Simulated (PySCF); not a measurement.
# TPSSh/ccECP-cc-pVTZ (core potential) run of CH2FNOSn (SMILES O=C=[N][SnH2][F])

What is the vertical ionisation energy of CH2FNOSn at TPSSh/ccECP-cc-pVTZ (core potential)? Input form: a Python script.

The results are computed with PySCF 2.14.0.

**1. Starting point**

CH2FNOSn: 7 atoms, total charge 0, spin state singlet. As SMILES, `O=C=[N][SnH2][F]`. The shape is that of a PBE0-D4/def2-TZVP optimisation. This is one conformer, not always the lowest.

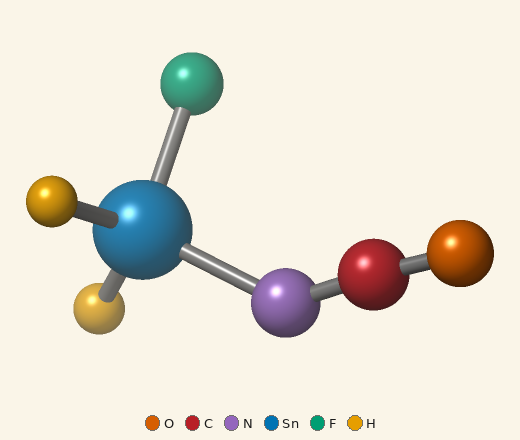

The structure, seen from a chosen angle (oxygen orange, carbon red, nitrogen purple, tin blue, fluorine teal, hydrogen amber).

**2. The energy at TPSSh/ccECP-cc-pVTZ (core potential)**

job.py

```python
# O=C=[N][SnH2][F]
from pyscf import gto, dft

mol = gto.M(
    atom='''
O     -0.221700    -2.869300    -0.931600
C     -0.121500    -1.906800    -0.283800
N     -0.020900    -0.958200     0.449400
Sn     0.157400     1.031600     0.318500
F     -0.877100     1.510000    -1.220100
H     -0.618600     1.696100     1.665200
H      1.763800     1.428500    -0.043200
''',
    basis='ccecp-cc-pvtz',
    verbose=3,
    ecp={'O': 'ccecp', 'C': 'ccecp', 'N': 'ccecp', 'Sn': 'ccecp', 'F': 'ccecp', 'H': 'ccecp'},
    max_memory=1860,
    charge=0,
    spin=0,
)

mf = dft.RKS(mol, xc='tpssh')
mf.conv_tol = 1e-10
mf.grids.level = 4
mf.kernel()
if not mf.converged:
    mf = mf.newton().run(mf.mo_coeff, mf.mo_occ)

energy = mf.e_tot
print('E(%s) = %.9f' % ('TPSSH', energy))
```

The run is started by

```bash
$ OMP_NUM_THREADS=1 python job.py
```

The log of the run:

```text
converged SCF energy = -60.6437017263471
E(TPSSH) = -60.643701726
```

It took 1.7 min on 1 thread of Arm Neoverse V1, shared host; peak memory 1.5 GiB.

**3. The doublet cation, same level**

input.py

```python
from pyscf import gto, dft

mol = gto.M(
    atom='''
O       -0.221700      -2.869300      -0.931600
C       -0.121500      -1.906800      -0.283800
N       -0.020900      -0.958200       0.449400
Sn       0.157400       1.031600       0.318500
F       -0.877100       1.510000      -1.220100
H       -0.618600       1.696100       1.665200
H        1.763800       1.428500      -0.043200
''',
    charge=1,
    spin=1,
    verbose=3,
    basis='ccecp-cc-pvtz',
    ecp='ccecp',
    max_memory=1860,
)

mf = dft.UKS(mol)
mf.xc = 'tpssh'
mf.grids.level = 4
mf.conv_tol = 1e-10
mf.kernel()
if not mf.converged:
    mf = mf.newton().run(mf.mo_coeff, mf.mo_occ)

e_tot = mf.e_tot
print('E = %.10f Eh' % e_tot)
```

The run is started by

```bash
$ OMP_NUM_THREADS=1 python input.py
```

The log of the run:

```text
WARN: HOMO -0.346479417330892 >= LUMO -0.346479417330891

converged SCF energy = -60.2503710815817  <S^2> = 0.76566371  2S+1 = 2.0156028
E = -60.2503710816 Eh
```

Wall time 5.1 min (1 thread of Arm Neoverse V1, shared host); peak memory 1.5 GiB.

**4. Results**

Level: TPSSh/ccECP-cc-pVTZ (core potential).

| quantity | value |
| --- | --- |
| singlet CH2FNOSn: total energy | -60.64370 Eh |
| singlet CH2FNOSn: dipole moment | 3.88 D |
| singlet CH2FNOSn: HOMO energy | -7.92 eV |
| singlet CH2FNOSn: LUMO energy | -1.19 eV |
| singlet CH2FNOSn: HOMO–LUMO gap | 6.73 eV |
| doublet cation: total energy | -60.25037 Eh |
| doublet cation: HOMO energy (highest over α and β) | -14.43 eV |
| doublet cation: LUMO energy (lowest over α and β) | -13.34 eV |
| doublet cation: ⟨S²⟩ | 0.766 |
| vertical ionisation energy (to the doublet cation) | 10.703 eV |

In words: The vertical ionisation energy comes to 10.70 eV (1033 kJ/mol). −ε(HOMO) before ionisation, 7.92 eV, is 2.79 eV below this ionisation energy. Mulliken charges (singlet CH2FNOSn) run from -0.45 on F5 to +0.96 on Sn4.
